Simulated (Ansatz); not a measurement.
# (KF)2(AgCl)2 [001] superlattice, started as rocksalt type: from the cell to its phonons

Aim: the vibrations of (KF)2(AgCl)2 [001] superlattice, started as rocksalt type, their spectra, and whether the structure is stable.

Program: Ansatz 0.2.0. Level of theory: DFT PBE, scalar-relativistic, plane waves, PAW. Results are calculated unless marked as measured.

The structure was built from a prototype and need not be the compound's stable phase.

## 1. The starting structure

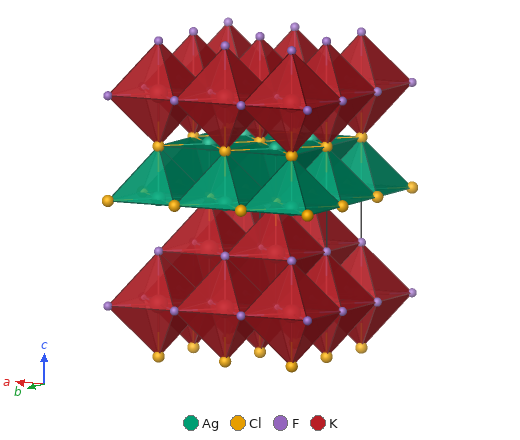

The cell as given, from a free direction (silver teal, chlorine orange, fluorine purple, potassium red). 2×2×1 cells are drawn. Some periodic images of atoms are drawn too.

As a file:

```cif
data_structure
_symmetry_space_group_name_H-M 'P 1'
_symmetry_Int_Tables_number 1
_cell_length_a 3.8537
_cell_length_b 3.8537
_cell_length_c 10.9000
_cell_angle_alpha 90.000
_cell_angle_beta 90.000
_cell_angle_gamma 90.000
_cell_volume 161.88
loop_
_atom_site_label
_atom_site_type_symbol
_atom_site_fract_x
_atom_site_fract_y
_atom_site_fract_z
_atom_site_occupancy
Ag1 Ag 0.00000 0.00000 0.50000 1
Ag2 Ag 0.50000 0.50000 0.75000 1
Cl3 Cl 0.50000 0.50000 0.50000 1
Cl4 Cl 0.00000 0.00000 0.75000 1
F5 F 0.50000 0.50000 0.00000 1
F6 F 0.00000 0.00000 0.25000 1
K7 K 0.00000 0.00000 0.00000 1
K8 K 0.50000 0.50000 0.25000 1
```

## 2. Rough relaxation

The start is far from rest, so a relaxation with loose tolerances brings it close first.

Input file input.yaml:

```yaml
crystal:
  lattice:
    - [2.725, 2.725, 0.0]
    - [-2.725, 2.725, 0.0]
    - [0.0, 0.0, 10.9]
  atoms:
    - { symbol: Ag, position: [0.0, 0.0, 0.5] }
    - { symbol: Ag, position: [0.5, 0.5, 0.75] }
    - { symbol: Cl, position: [0.5, 0.5, 0.5] }
    - { symbol: Cl, position: [0.0, 0.0, 0.75] }
    - { symbol: F, position: [0.5, 0.5, 0.0] }
    - { symbol: F, position: [0.0, 0.0, 0.25] }
    - { symbol: K, position: [0.0, 0.0, 0.0] }
    - { symbol: K, position: [0.5, 0.5, 0.25] }
kpoints:
  mp_grid: { grid: [6, 6, 2] }
hamiltonian:
  xc: pbe
scf:
  occupations: { method: gaussian, width: 0.1 }
output:
  forces: true
  stress: true
  eigenvalues: true
relax:
  adjacent_minimum: "off"
  f_tol: 0.05
  max_steps: 80
  cell: { stress_tol: 0.5 }
```

Command:

```bash
ansatz run input.yaml --threads 8 --pin off --max-ram 14336MiB --backend cpu --events-out ev --progress --plain --runs-dir out
```

Numbers of over 12 decimals in the logs are rounded to 6 here.

Output:

```text
The last accepted step is kept in <dir> (removed where the run ends without a failure and the disk answers)
Engine: ansatz 0.2.0, x86_64-unknown-linux-gnu
Pseudopotentials: kind: paw
Pseudopotential: Ag, paw, valence charge 19, recommended cutoff 420 eV (normal), Ag.paw.azcp
Pseudopotential: Cl, paw, valence charge 7, recommended cutoff 420 eV (normal), Cl.paw.azcp
[...]
- [2.716777, 2.716777, 0.0]
    - [-2.716777, 2.716777, 0.0]
    - [0.0, 0.0, 11.595478]
  atoms:
    - { symbol: Ag, position: [0, 0, 0.485742] }
    - { symbol: Ag, position: [0.5, 0.5, 0.764258] }
    - { symbol: Cl, position: [0.5, 0.5, 0.503704] }
    - { symbol: Cl, position: [0, 0, 0.746296] }
    - { symbol: F, position: [0.5, 0.5, 0.0058256] }
    - { symbol: F, position: [0, 0, 0.244174] }
    - { symbol: K, position: [0, 0, 0.011049] }
    - { symbol: K, position: [0.5, 0.5, 0.238951] }
[key lines of the parts left out:]
SCF converged after 6 iterations
Free energy (F): -22039.160156 eV
Fermi energy:    6.148743 eV
P = ⅓ Tr σ = 0.0788 GPa (0.788 kbar)
```

The job ended after 9.4 s (8 threads of Intel Xeon Platinum 8275CL at 3.00GHz (Skylake/Cascade Lake), shared host; peak memory 0.79 GiB; 64 s of CPU time).

Relaxation path:

| step | energy less that of the first step (eV) | largest force component (eV/Å) | pressure (GPa) | volume (Å³) |
| --- | --- | --- | --- | --- |
| 1 | 0.0000 | 0.9724 | 2.77 | 161.88 |
| 2 | -0.2023 | 0.4316 | 0.05 | 170.23 |
| 3 | -0.2857 | 0.0590 | -0.39 | 172.05 |
| 4 | -0.3004 | 0.0581 | -0.06 | 170.73 |
| 5 | -0.3031 | 0.0129 | -0.11 | 171.17 |
| 6* | -0.3225 | 0.0129 | 0.08 | 171.17 |

Relaxation steps marked * repeat the geometry before them on a plane-wave basis chosen anew for their cell, so energy and pressure can jump there.

Forces are held to the 16 operations that the run works with; a distortion that breaks them can't arise in this run.

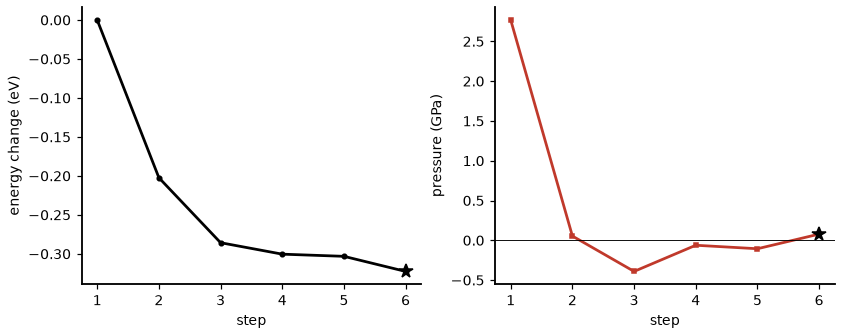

Energy and pressure along the relaxation. Stars mark steps on a basis chosen anew.

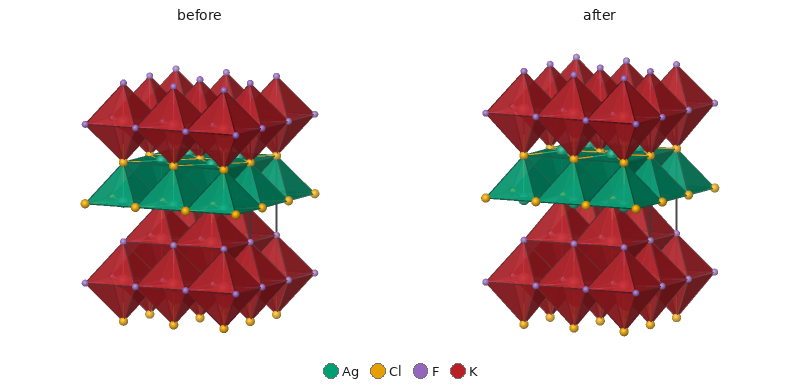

The structure before and after the relaxation, drawn at the same scale.

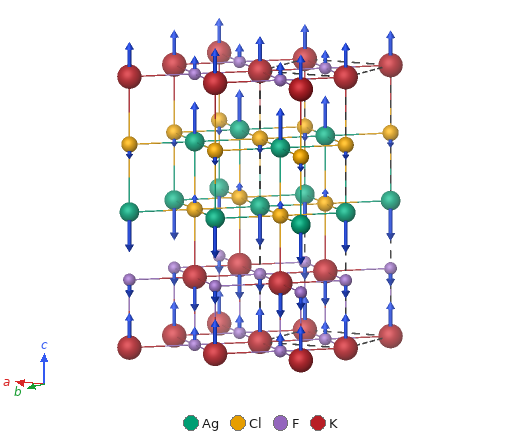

Displacements in the relaxation, exaggerated, measured against the changing cell; the longest in the cell stands for 0.17 Å. 2×2×1 cells are drawn. Some periodic images of atoms are drawn too.

| conventional cell, symmetrised | before | after | change |
| --- | --- | --- | --- |
| a (Å) | 3.854 | 3.842 | -0.3 % |
| b (Å) | 3.854 | 3.842 | -0.3 % |
| c (Å) | 10.900 | 11.595 | +6.4 % |
| volume (Å³/atom) | 20.23 | 21.40 | +5.7 % |

The atoms that moved most (Å, as changes of fractional coordinates times the final cell):

| atom | dx | dy | dz | length |
| --- | --- | --- | --- | --- |
| Ag2 | 0.000 | 0.000 | 0.165 | 0.165 |
| Ag1 | 0.000 | 0.000 | -0.165 | 0.165 |
| K8 | 0.000 | 0.000 | -0.128 | 0.128 |
| K7 | 0.000 | 0.000 | 0.128 | 0.128 |
| F6 | 0.000 | 0.000 | -0.068 | 0.068 |
| F5 | 0.000 | 0.000 | 0.068 | 0.068 |
| Cl3 | 0.000 | 0.000 | 0.043 | 0.043 |
| Cl4 | 0.000 | 0.000 | -0.043 | 0.043 |

A gap read on the k-mesh alone can miss the band edges.

This step gave:

```
pressure           : 0.07876 GPa
gap on the k-mesh  : 1.249 eV
volume per atom    : 21.40 Å³
direct gap on mesh : 3.007 eV
```

In this step the volume went from 20.23 to 21.40 Å³/atom.

## 3. Bringing the structure to rest

The cell and atoms are relaxed, since residual forces and stress would shift the frequencies.

Input file input.yaml:

```yaml
crystal:
  lattice:
    - [2.7167769663, 2.7167769663, 0.0]
    - [-2.7167769663, 2.7167769663, 0.0]
    - [0.0, 0.0, 11.5954777257]
  atoms:
    - { symbol: Ag, position: [0.0, 0.0, 0.4857416819] }
    - { symbol: Ag, position: [0.5, 0.5, 0.7642583181] }
    - { symbol: Cl, position: [0.5, 0.5, 0.5037037765] }
    - { symbol: Cl, position: [0.0, 0.0, 0.7462962235] }
    - { symbol: F, position: [0.5, 0.5, 0.0058255995] }
    - { symbol: F, position: [0.0, 0.0, 0.2441744005] }
    - { symbol: K, position: [0.0, 0.0, 0.011048824] }
    - { symbol: K, position: [0.5, 0.5, 0.238951176] }
kpoints:
  mp_grid: { grid: [6, 6, 2] }
hamiltonian:
  xc: pbe
scf:
  occupations: { method: gaussian, width: 0.02 }
output:
  forces: true
  stress: true
  eigenvalues: true
relax:
  adjacent_minimum: "off"
  f_tol: 0.005
  max_steps: 80
  cell: { stress_tol: 0.05 }
```

Output:

```text
[...]
Crystal: 8 atoms, lattice volume = 171.170 Å³
Basis set: ecut = 420 eV, 3383 PW (Γ), exchange–correlation on 54×54×160 points (8 copies of the dense FFT grid, shifted against one another)
Bands: 51, of which v1, the nominal top of the filled ones, is band 42 counted from 1 (41 counted from 0)
Symmetry: 16 space group operations
[...]
k-points: 20 of 72
[...]
- [2.711340, 2.711340, 0]
    - [-2.711340, 2.711340, 0]
    - [0, 0, 11.701030]
  atoms:
    - { symbol: Ag, position: [0, 0, 0.485286] }
    - { symbol: Ag, position: [0.5, 0.5, 0.764714] }
    - { symbol: Cl, position: [0.5, 0.5, 0.502953] }
    - { symbol: Cl, position: [0, 0, 0.747047] }
    - { symbol: F, position: [0.5, 0.5, 0.00702699] }
    - { symbol: F, position: [0, 0, 0.242973] }
    - { symbol: K, position: [0, 0, 0.011478] }
    - { symbol: K, position: [0.5, 0.5, 0.238522] }
[key lines of the parts left out:]
SCF converged after 6 iterations
Free energy (F): -22039.161652 eV
Fermi energy:    6.058566 eV
P = ⅓ Tr σ = 0.0075 GPa (0.075 kbar)
```

Run time: 9.6 s. Hardware: 8 threads; peak memory 0.79 GiB; 65 s of CPU time.

Relaxation path:

| step | energy less that of the first step (eV) | largest force component (eV/Å) | pressure (GPa) | volume (Å³) |
| --- | --- | --- | --- | --- |
| 1 | 0.0000 | 0.0128 | 0.08 | 171.17 |
| 2 | -0.0002 | 0.0162 | -0.05 | 171.99 |
| 3 | -0.0004 | 0.0117 | 0.00 | 172.04 |
| 4 | -0.0006 | 0.0083 | 0.01 | 171.98 |
| 5 | -0.0006 | 0.0018 | 0.00 | 172.04 |
| 6* | -0.0015 | 0.0018 | 0.01 | 172.04 |

Relaxation steps marked * repeat the geometry before them on a plane-wave basis chosen anew for their cell, so energy and pressure can jump there.

The run keeps the 16 symmetry operations that it works with, so distortions that break them were not tested.

| conventional cell, symmetrised | before | after | change |
| --- | --- | --- | --- |
| a (Å) | 3.842 | 3.834 | -0.2 % |
| b (Å) | 3.842 | 3.834 | -0.2 % |
| c (Å) | 11.595 | 11.701 | +0.9 % |
| volume (Å³/atom) | 21.40 | 21.50 | +0.5 % |

The atoms that moved most (Å, as changes of fractional coordinates times the final cell):

| atom | dx | dy | dz | length |
| --- | --- | --- | --- | --- |
| F6 | 0.000 | 0.000 | -0.014 | 0.014 |
| F5 | 0.000 | 0.000 | 0.014 | 0.014 |
| Cl3 | 0.000 | 0.000 | -0.009 | 0.009 |
| Cl4 | 0.000 | 0.000 | 0.009 | 0.009 |
| Ag2 | 0.000 | 0.000 | 0.005 | 0.005 |
| Ag1 | 0.000 | 0.000 | -0.005 | 0.005 |
| K8 | 0.000 | 0.000 | -0.005 | 0.005 |
| K7 | 0.000 | 0.000 | 0.005 | 0.005 |

Final coordinates:

```cif
data_structure
_symmetry_space_group_name_H-M 'P 1'
_symmetry_Int_Tables_number 1
_cell_length_a 3.8344
_cell_length_b 3.8344
_cell_length_c 11.7010
_cell_angle_alpha 90.000
_cell_angle_beta 90.000
_cell_angle_gamma 90.000
_cell_volume 172.04
loop_
_atom_site_label
_atom_site_type_symbol
_atom_site_fract_x
_atom_site_fract_y
_atom_site_fract_z
_atom_site_occupancy
Ag1 Ag 0.00000 0.00000 0.48529 1
Ag2 Ag 0.50000 0.50000 0.76471 1
Cl3 Cl 0.50000 0.50000 0.50295 1
Cl4 Cl 0.00000 0.00000 0.74705 1
F5 F 0.50000 0.50000 0.00703 1
F6 F 0.00000 0.00000 0.24297 1
K7 K 0.00000 0.00000 0.01148 1
K8 K 0.50000 0.50000 0.23852 1
```

This step gave:

- pressure: 0.007483 GPa
- gap on the k-mesh: 1.215 eV
- volume per atom: 21.50 Å³
- direct gap on mesh: 3.010 eV

In this step the volume went from 21.40 to 21.50 Å³/atom.

## 4. Relaxing to small forces for the phonons

Phonons need a cell at rest on their own settings, so the relaxation is repeated with tight tolerances on forces and stress, using the mesh and the filling of the phonon run that follows.

Input file input.yaml:

```yaml
crystal:
  lattice:
    - [2.7113398539, 2.7113398539, 0.0]
    - [-2.7113398539, 2.7113398539, 0.0]
    - [0.0, 0.0, 11.7010298011]
  atoms:
    - { symbol: Ag, position: [0.0, 0.0, 0.4852862135] }
    - { symbol: Ag, position: [0.5, 0.5, 0.7647137865] }
    - { symbol: Cl, position: [0.5, 0.5, 0.5029531665] }
    - { symbol: Cl, position: [0.0, 0.0, 0.7470468335] }
    - { symbol: F, position: [0.5, 0.5, 0.0070269935] }
    - { symbol: F, position: [0.0, 0.0, 0.2429730065] }
    - { symbol: K, position: [0.0, 0.0, 0.0114776189] }
    - { symbol: K, position: [0.5, 0.5, 0.2385223811] }
kpoints:
  mp_grid: { grid: [8, 8, 2] }
hamiltonian:
  xc: pbe
scf:
  occupations: { method: fixed }
output:
  forces: true
  stress: true
  eigenvalues: true
relax:
  adjacent_minimum: "off"
  f_tol: 0.001
  max_steps: 60
  cell: { stress_tol: 0.01 }
```

Output:

```text
[...]
Crystal: 8 atoms, lattice volume = 172.037 Å³
Basis set: ecut = 420 eV, 3407 PW (Γ), exchange–correlation on 54×54×160 points (8 copies of the dense FFT grid, shifted against one another)
Bands: 51, of which v1, the nominal top of the filled ones, is band 42 counted from 1 (41 counted from 0)
Symmetry: 16 space group operations
[...]
k-points: 30 of 128
[...]
- [2.711118, 2.711118, 0.0]
    - [-2.711118, 2.711118, 0.0]
    - [0.0, 0.0, 11.710230]
  atoms:
    - { symbol: Ag, position: [0, 0, 0.485365] }
    - { symbol: Ag, position: [0.5, 0.5, 0.764635] }
    - { symbol: Cl, position: [0.5, 0.5, 0.502799] }
    - { symbol: Cl, position: [0, 0, 0.747201] }
    - { symbol: F, position: [0.5, 0.5, 0.00715268] }
    - { symbol: F, position: [0, 0, 0.242847] }
    - { symbol: K, position: [0, 0, 0.011608] }
    - { symbol: K, position: [0.5, 0.5, 0.238392] }
[key lines of the parts left out:]
SCF converged after 8 iterations
Free energy (F): -22039.162193 eV
Fermi energy:    5.441501 eV
P = ⅓ Tr σ = -0.0039 GPa (-0.039 kbar)
```

Wall time 8.9 s (8 threads); peak memory 0.84 GiB.

Little changed from the start: no atom moved by 0.005 Å and no cell edge by 0.1 %.

This step gave:

* pressure: -0.003862 GPa
* gap on the k-mesh: 1.212 eV
* volume per atom: 21.52 Å³
* direct gap on mesh: 3.012 eV

The largest force component left is 0.56 meV/Å and the pressure is -0.004 GPa, within the tolerances set. The cell now holds 21.52 Å³/atom.

(Part 1 of 2 ends here.)

[Logs are printed without paths, hosts, clocks, repeated set-up lines and the standing remarks that a program may print on its own settings, such as how far it seeks lower states.]

[Hosts, paths, dates, database ids (printed as entryN), source tags and the programs' standing remarks are cut or masked in the printed files.]
